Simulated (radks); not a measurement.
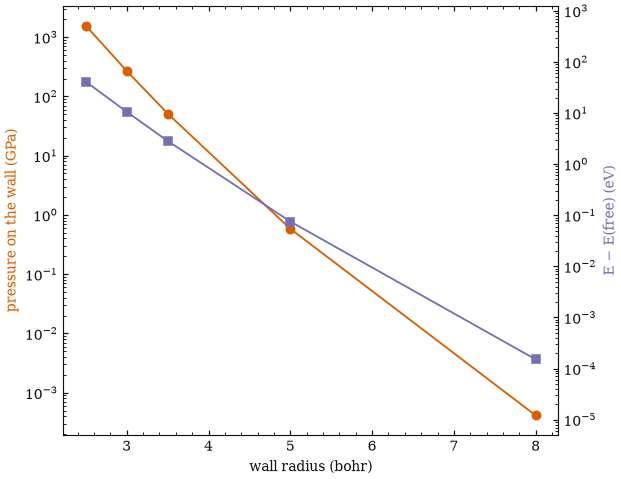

System: the Yb²⁺ ion, configuration [Xe] 4f14. It is put inside a hard spherical wall of varying radius. Computed with the in-house radial solver radks: scalar-relativistic Kohn-Sham, LDA (Slater exchange, Perdew-Wang correlation), spin-unpolarised, spherical densities, finite nucleus. The plot shows the pressure on the wall (left axis) and the energy above the free species (right axis).

Read the pressure and the energy cost of confinement.

Answer. The pressure grows from 0.00041 GPa at 8 bohr through 51 GPa at 3.5 bohr to 1600 GPa at 2.5 bohr, and the energy above the free species from 0.000151 eV through 2.84 eV to 41.0 eV. The pressure is −dE/dV with V = 4πR³/3.
